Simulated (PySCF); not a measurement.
**PbCl2: other spin states, a change of charge and excitations**

How does PbCl2 respond at fixed geometry? The runs cover other spin states, a change of charge and excitations. The structure is generated, not taken from experiment.

The runs use PySCF 2.14.0; PBE0, Pb def2-SVP with ECP60, Cl def2-SVP; scalar-relativistic core potentials, no spin–orbit coupling.

2 further runs of the same task are left out: 2 for a known fault of the program.

## (1) The starting structure

3 atoms, charge 0, spin multiplicity 1.

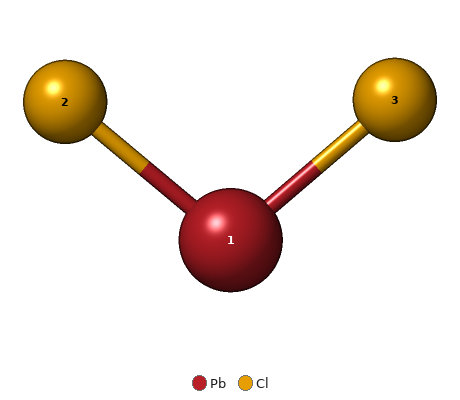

The structure; lead red, chlorine amber; atoms are numbered from 1 in the order of the file.

Geometry (Å):

```
Pb    0.0000    0.0000   -0.6289
Cl    1.8962    0.0000    0.9743
Cl   -1.8962    0.0000    0.9743
```

Formal oxidation states: Pb +2. An earlier session relaxed this geometry at PBE0, Pb def2-SVP with ECP60, Cl def2-SVP (singlet, point group C2v).

Its energy there is -1112.789325 Eh.

## (2) Multiplicity 3 at the relaxed geometry

Contents of run.py (the lines that set the calculation):

```python
mol = gto.M(atom='''
Pb     0.00000     0.00000    -0.62890
Cl     1.89615     0.00000     0.97426
Cl    -1.89615     0.00000     0.97426''',
    basis={'Pb': 'def2-SVP', 'Cl': 'def2-SVP'},
    ecp={'Pb': 'def2-SVP'},
    charge=0, spin=2)
mf = dft.UKS(mol, xc='PBE0')
mf.grids.atom_grid = (50, 194)
mf = mf.density_fit()  # fitting sets: Pb def2-universal-JKFIT, Cl def2-universal-JKFIT
mf.conv_tol = 1e-08; mf.max_cycle = 55
mf.kernel(dm0)  # dm0: free metal ions and neutral atoms
```

On the command line:

```bash
$ OMP_NUM_THREADS=2 python run.py
```

Output:

```text
init E= -1143.41846426747
  HOMO = -0.0544649300929  LUMO = -0.0528453936954  gap/eV = 0.04407
cycle= 1 E= -1108.76723090543  delta_E= 34.7  |g|= 2.57  |ddm|= 3.67
cycle= 2 E= -1103.62421630341  delta_E= 5.14  |g|= 4.42  |ddm|= 9.09
cycle= 3 E= -1112.1054434423  delta_E= -8.48  |g|= 0.874  |ddm|=  7.4
cycle= 4 E= -1112.65262535989  delta_E= -0.547  |g|= 0.157  |ddm|= 1.56
cycle= 5 E= -1112.66438764086  delta_E= -0.0118  |g|= 0.0613  |ddm|= 0.319
cycle= 6 E= -1112.66725745052  delta_E= -0.00287  |g|= 0.0125  |ddm|= 0.107
cycle= 7 E= -1112.66755006801  delta_E= -0.000293  |g|= 0.00513  |ddm|= 0.0489
cycle= 8 E= -1112.66760104542  delta_E= -5.1e-05  |g|= 0.00216  |ddm|= 0.0173
cycle= 9 E= -1112.66762596477  delta_E= -2.49e-05  |g|= 0.00143  |ddm|= 0.0183
cycle= 10 E= -1112.66763191418  delta_E= -5.95e-06  |g|= 0.00039  |ddm|= 0.00882
cycle= 11 E= -1112.66763270327  delta_E= -7.89e-07  |g|= 0.000107  |ddm|= 0.00438
cycle= 12 E= -1112.66763272004  delta_E= -1.68e-08  |g|= 1.82e-05  |ddm|= 0.000452
cycle= 13 E= -1112.66763272091  delta_E= -8.63e-10  |g|= 4.81e-06  |ddm|= 0.0001
Extra cycle  E= -1112.66763272094  delta_E= -3.59e-11  |g|= 2.29e-06  |ddm|= 1.77e-05
converged SCF energy = -1112.66763272094  <S^2> = 2.0080926  2S+1 = 3.0053902
```

It took 1.5 s on 2 threads of Arm Neoverse V1, shared host.

Result: E = -1112.667633 Eh (+3.311 eV from the relaxed state), HOMO -4.85 eV, LUMO -6.55 eV (over both spins), ⟨S²⟩ = 2.008, Mulliken charge on Pb1 +0.41 e. An empty level of one spin lies below a filled level of the other.

## (3) One electron removed, multiplicity 2

run.py (the lines that set the calculation), as its differences from that of step 2:

```diff
@@ -6,3 +6,3 @@
     ecp={'Pb': 'def2-SVP'},
-    charge=0, spin=2)
+    charge=1, spin=1)
 mf = dft.UKS(mol, xc='PBE0')
@@ -11,2 +11,2 @@
 mf.conv_tol = 1e-08; mf.max_cycle = 55
-mf.kernel(dm0)  # dm0: free metal ions and neutral atoms
+mf.kernel(dm0)  # dm0: the density of the relaxed state
```

On the command line:

```bash
$ OMP_NUM_THREADS=2 python run.py
```

Output:

```text
init E= -1112.7982776128
  HOMO = -0.29570696728  LUMO = -0.288522061485  gap/eV = 0.19551
cycle= 1 E= -1112.39673562882  delta_E= 0.402  |g|= 0.169  |ddm|= 0.903
  HOMO = -0.564502259892  LUMO = -0.491534289391  gap/eV = 1.98556
cycle= 2 E= -1112.402369585  delta_E= -0.00563  |g|= 0.15  |ddm|= 0.494
  HOMO = -0.522831302405  LUMO = -0.458586912492  gap/eV = 1.74818
cycle= 3 E= -1112.41517122778  delta_E= -0.0128  |g|= 0.0398  |ddm|= 0.258
  HOMO = -0.523703277221  LUMO = -0.454888692967  gap/eV = 1.87254
cycle= 4 E= -1112.41630324745  delta_E= -0.00113  |g|= 0.00886  |ddm|= 0.0759
  HOMO = -0.522738062336  LUMO = -0.452804145182  gap/eV = 1.90300
cycle= 5 E= -1112.4163738914  delta_E= -7.06e-05  |g|= 0.00202  |ddm|= 0.0183
  HOMO = -0.522494228473  LUMO = -0.452392030521  gap/eV = 1.90758
cycle= 6 E= -1112.41637896925  delta_E= -5.08e-06  |g|= 0.000705  |ddm|= 0.00534
  HOMO = -0.522533781679  LUMO = -0.452316932505  gap/eV = 1.91070
cycle= 7 E= -1112.41637962672  delta_E= -6.57e-07  |g|= 0.000181  |ddm|= 0.00208
  HOMO = -0.522532415484  LUMO = -0.452317988625  gap/eV = 1.91063
cycle= 8 E= -1112.41637969314  delta_E= -6.64e-08  |g|= 6.16e-05  |ddm|= 0.00067
  HOMO = -0.522519156909  LUMO = -0.452316670758  gap/eV = 1.91031
cycle= 9 E= -1112.41637971156  delta_E= -1.84e-08  |g|= 3.54e-05  |ddm|= 0.000402
  HOMO = -0.522503748623  LUMO = -0.45231553521  gap/eV = 1.90992
cycle= 10 E= -1112.41637972057  delta_E= -9e-09  |g|= 1.67e-05  |ddm|= 0.0004
  HOMO = -0.522505933006  LUMO = -0.452317703649  gap/eV = 1.90992
Extra cycle  E= -1112.41637972118  delta_E= -6.13e-10  |g|= 1.62e-05  |ddm|= 7.67e-05
converged SCF energy = -1112.41637972118  <S^2> = 0.76237547  2S+1 = 2.0123374
```

Run time: 0.8 s. Hardware: 2 threads of Arm Neoverse V1, shared host.

Read off: E = -1112.416380 Eh (+10.148 eV from the relaxed state), HOMO -14.22 eV, LUMO -12.31 eV (over both spins), ⟨S²⟩ = 0.762, Mulliken charge on Pb1 +1.06 e. 

## (4) One electron added, multiplicity 2

run.py (the lines that set the calculation), as its differences from that of step 3:

```diff
@@ -6,3 +6,3 @@
     ecp={'Pb': 'def2-SVP'},
-    charge=1, spin=1)
+    charge=-1, spin=1)
 mf = dft.UKS(mol, xc='PBE0')
```

On the command line:

```bash
$ OMP_NUM_THREADS=2 python run.py
```

Output:

```text
init E= -1112.79766038325
  HOMO = -0.114258485985  LUMO = -0.110410439763  gap/eV = 0.10471
cycle= 1 E= -1112.81296982624  delta_E= -0.0153  |g|= 0.139  |ddm|= 0.889
  HOMO = 0.064256230067  LUMO = 0.154671942972  gap/eV = 2.46034
cycle= 2 E= -1112.81981211261  delta_E= -0.00684  |g|= 0.136  |ddm|= 0.666
  HOMO = 0.035981332849  LUMO = 0.128577382727  gap/eV = 2.51967
cycle= 3 E= -1112.83134660593  delta_E= -0.0115  |g|= 0.0173  |ddm|= 0.24
  HOMO = 0.0310385555263  LUMO = 0.125141068786  gap/eV = 2.56066
cycle= 4 E= -1112.83147033925  delta_E= -0.000124  |g|= 0.00677  |ddm|= 0.0319
  HOMO = 0.029949625614  LUMO = 0.124624747123  gap/eV = 2.57624
cycle= 5 E= -1112.83149931019  delta_E= -2.9e-05  |g|= 0.00141  |ddm|= 0.0123
  HOMO = 0.0299524654214  LUMO = 0.124858891489  gap/eV = 2.58254
cycle= 6 E= -1112.83150132632  delta_E= -2.02e-06  |g|= 0.000447  |ddm|= 0.00351
  HOMO = 0.0299484433517  LUMO = 0.124903550669  gap/eV = 2.58386
cycle= 7 E= -1112.83150153193  delta_E= -2.06e-07  |g|= 0.000108  |ddm|= 0.000963
  HOMO = 0.0299484951233  LUMO = 0.124916290394  gap/eV = 2.58421
cycle= 8 E= -1112.83150155508  delta_E= -2.31e-08  |g|= 2.98e-05  |ddm|= 0.000426
  HOMO = 0.0299493421271  LUMO = 0.124916559073  gap/eV = 2.58419
cycle= 9 E= -1112.83150155637  delta_E= -1.3e-09  |g|= 7.31e-06  |ddm|= 9.33e-05
  HOMO = 0.029949591996  LUMO = 0.124915928915  gap/eV = 2.58417
Extra cycle  E= -1112.83150155645  delta_E= -7.46e-11  |g|= 4.25e-06  |ddm|= 2.23e-05
converged SCF energy = -1112.83150155645  <S^2> = 0.75246843  2S+1 = 2.0024669
```

Run time: 0.8 s. Hardware: 2 threads of Arm Neoverse V1, shared host.

It gives: E = -1112.831502 Eh (-1.148 eV from the relaxed state), HOMO 0.81 eV, LUMO 3.40 eV (over both spins), ⟨S²⟩ = 0.752, Mulliken charge on Pb1 +0.02 e. The highest filled level lies above zero; it isn't the detachment energy.

## (5) Singlet excitations, Tamm-Dancoff CAM-B3LYP

run.py (the lines that set the calculation), as its differences from that of step 4:

```diff
@@ -6,4 +6,4 @@
     ecp={'Pb': 'def2-SVP'},
-    charge=-1, spin=1)
-mf = dft.UKS(mol, xc='PBE0')
+    charge=0, spin=0)
+mf = dft.RKS(mol, xc='CAMB3LYP')
 mf.grids.atom_grid = (50, 194)
```

On the command line:

```bash
$ OMP_NUM_THREADS=2 python run.py
```

Output:

```text
init E= -1113.07888164531
  HOMO = -0.3365298988907  LUMO = -0.0779434128529317  gap/eV = 7.03650
cycle= 1 E= -1113.07949377901  delta_E= -0.000612  |g|= 0.0217  |ddm|= 0.0968
  HOMO = -0.333622217645125  LUMO = -0.0806030654675567  gap/eV = 6.88500
cycle= 2 E= -1113.07950433417  delta_E= -1.06e-05  |g|= 0.0214  |ddm|= 0.0585
  HOMO = -0.335370539775475  LUMO = -0.0792100375744766  gap/eV = 6.97048
cycle= 3 E= -1113.07963945625  delta_E= -0.000135  |g|= 0.000839  |ddm|= 0.0286
  HOMO = -0.335452311190089  LUMO = -0.0793060462700979  gap/eV = 6.97009
cycle= 4 E= -1113.07963990232  delta_E= -4.46e-07  |g|= 0.00025  |ddm|= 0.00237
  HOMO = -0.335442743926298  LUMO = -0.0792852680792393  gap/eV = 6.97040
cycle= 5 E= -1113.07963993923  delta_E= -3.69e-08  |g|= 6.37e-05  |ddm|= 0.000568
  HOMO = -0.335443697277585  LUMO = -0.0792892316934442  gap/eV = 6.97032
cycle= 6 E= -1113.07963994345  delta_E= -4.23e-09  |g|= 1.63e-05  |ddm|= 0.000217
  HOMO = -0.335440044798372  LUMO = -0.079287720440135  gap/eV = 6.97026
Extra cycle  E= -1113.07963994375  delta_E= -2.95e-10  |g|= 8.24e-06  |ddm|= 5.86e-05
converged SCF energy = -1113.07963994375
```

It took 7.6 s on 2 threads of Arm Neoverse V1, shared host.

Result: E = -1113.079640 Eh, HOMO -9.13 eV, LUMO -2.16 eV, Mulliken charge on Pb1 +0.71 e. 

Singlet excitations:

```
state  energy (eV)  oscillator strength
    1         3.80               0.0181
    2         4.05               0.0000
    3         4.63               0.0222
    4         4.84               0.0095
    5         5.12               0.0059
    6         5.37               0.0000
    7         6.08               0.0053
    8         6.14               0.0939
```

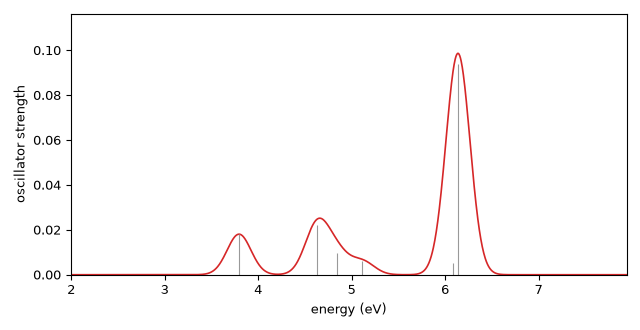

Absorption from the eight lowest singlets. Lines are broadened to a width of 0.30 eV (Gaussian).

## (6) Results

| state | energy from the relaxed state (eV) | ⟨S²⟩ | time |
| --- | --- | --- | --- |
| charge 0, singlet, vacuum (relaxed) | 0 | 0.00 |  |
| charge -1, doublet, vacuum | -1.15 | 0.75 | 0.8 s |
| charge 0, triplet, vacuum | 3.31 | 2.01 | 1.5 s |
| charge +1, doublet, vacuum | 10.15 | 0.76 | 0.8 s |

An electron taken off or put on is at rest in vacuum. 

In the excitation run (CAM-B3LYP), the lowest singlet lies at 3.80 eV (gaps between orbitals at other levels can't be set against it), and the brightest of the eight at 6.14 eV (f = 0.094); spin–orbit coupling would mix in triplets. Removing an electron vertically costs 10.15 eV (doublet), against −HOMO = 7.99 eV. Adding an electron vertically releases 1.15 eV (doublet). The triplet lies 3.31 eV above at this geometry. These are double-zeta-type bases without diffuse functions. Spin–orbit coupling is left out.
